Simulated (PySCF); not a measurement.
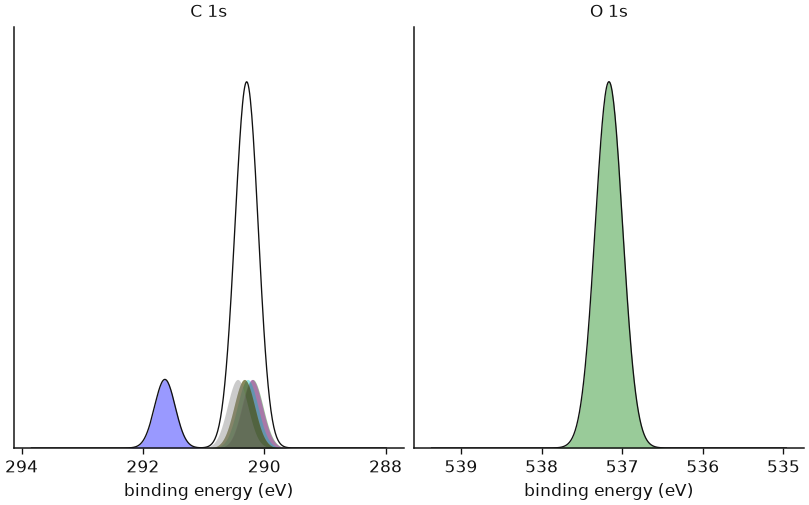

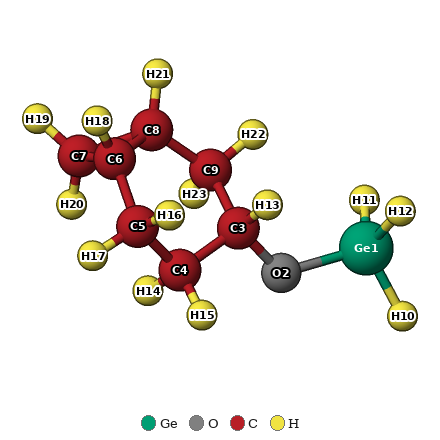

Simulated XPS of C₇H₁₄GeO, SMILES [GeH3][O][C@@H]1CC[C@@H]2C[C@@H]2C1, singlet. Vertical core-electron binding energies by ΔSCF (SCAN, pcX-2 on the ionised atom, pcseg-1 elsewhere, spin-free X2C; PySCF, at a PBE0-D3(BJ)/def2-SVP geometry (no frequency check)), gas phase, against the vacuum level. One atom of each kind was ionised; within a panel, areas follow the number of like atoms, each panel is scaled alone, Gaussians of 0.4 eV full width. Only the regions named are shown. Lines closer than the width merge in the curve.

> Assign the components.

```tsv
level	atoms	binding energy (eV)
C 1s	C3	291.6
C 1s	C5	290.4
C 1s	C8	290.3
C 1s	C6	290.3
C 1s	C9	290.3
C 1s	C7	290.2
C 1s	C4	290.2
O 1s	O2	537.2
```

> How large is the chemical shift across the C 1s region?

1.4 eV, from C4 at 290.2 eV to C3 at 291.6 eV.

Caveats: one conformer of a flexible molecule.
